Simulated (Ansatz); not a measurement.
**Convergence study of the k-point mesh for CdSe (R3m, 2 atoms in the cell)**

```
CELL_PARAMETERS angstrom
      0.00000     3.04013     3.04013
      3.04013     0.00000     3.04013
      3.04013     3.04013     0.00000
ATOMIC_POSITIONS crystal
  Cd 0.00475 0.00475 0.00475
  Se 0.25000 0.25000 0.25000
```

Computed with LDA (PW92), default PAW files made with PBE (plane waves; Ansatz, a first-principles code).

Base settings: basis.ecutwfc = 420 eV; kpoints.mp_grid.grid = 7 7 7; hamiltonian.xc = lda; hamiltonian.pseudopotentials = {kind: paw} (the program's default PAW files); scf.occupations.method = fermi_dirac; scf.occupations.width = 0.01 eV.

The second cell is the first with its lattice scaled by 0.98.

Only quantities that move along the ladder and can be compared are tabulated.

The count of work is k-points × plane waves × bands × iterations; it is no time. 

The starting cell has typed, rounded lattice constants, without a prior relaxation at this level. Its lattice was rescaled by up to half a per cent. One atom was moved a little off its site on purpose. Ansatz's pressure includes its estimate of the finite-basis (Pulay) stress.

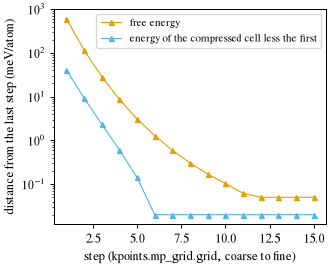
Figure. Distance from the last step along the ladder; very small values are drawn at a floor.

```tsv
kpoints.mp_grid.grid	free energy less the last step's (meV/atom)	energy of the compressed cell less the first (meV/atom)	pressure (GPa)	largest difference of a force vector from the last step's (eV/Å)	gap on the mesh (eV)	count of work / last
2 2 2	611.17	38.05	1.88	0.029	0.086	0.0068
3 3 3	116.32	6.82	-1.03	0.006	0.252	0.0077
4 4 4	28.79	-0.18	-1.66	0.002	0.297	0.017
5 5 5	8.70	-1.93	-1.82	0.001	0.312	0.024
6 6 6	3.11	-2.40	-1.85	0.001	0.317	0.041
7 7 7	1.29	-2.53	-1.86	0.000	0.319	0.056
8 8 8	0.59	-2.55	-1.87	0.000	0.319	0.083
9 9 9	0.31	-2.56	-1.87	0.000	0.320	0.11
10 10 10	0.17	-2.56	-1.87	0.000	0.320	0.15
11 11 11	0.10	-2.56	-1.87	0.000	0.320	0.19
12 12 12	0.06	-2.55	-1.87	0.000	0.320	0.24
13 13 13	0.04	-2.55	-1.87	0.000	0.320	0.30
15 15 15	0.02	-2.55	-1.87	0.000	0.320	0.44
17 17 17	0.01	-2.55	-1.87	0.000	0.320	0.63
18 18 18	0.00	-2.54	-1.87	0.000	0.320	0.74
20 20 20	0.00	-2.54	-1.87	0.000	0.320	1.0
```

Coarsest kpoints.mp_grid.grid that holds the forces within 0.02 eV/Å of the last step, with all finer ones: 3 3 3, at 0.0077 of the last step's count of work; the step before is off by 0.029 eV/Å.

Coarsest kpoints.mp_grid.grid that holds the energy of the compressed cell less the first within 0.2 meV/atom of the last step, with all finer ones: 6 6 6, at 0.041 of the last step's count of work; the step before is off by 0.61 meV/atom.

Coarsest kpoints.mp_grid.grid that holds the pressure within 1 GPa of the last step, with all finer ones: 3 3 3, at 0.0077 of the last step's count of work; the step before is off by 3.7 GPa.

The energy difference between the two cells stays within 1 meV/atom of the last step's from 5 5 5 on, the total only from 8 8 8 on: much of the error is common to both cells and cancels.

Keys are those of Ansatz 0.2.
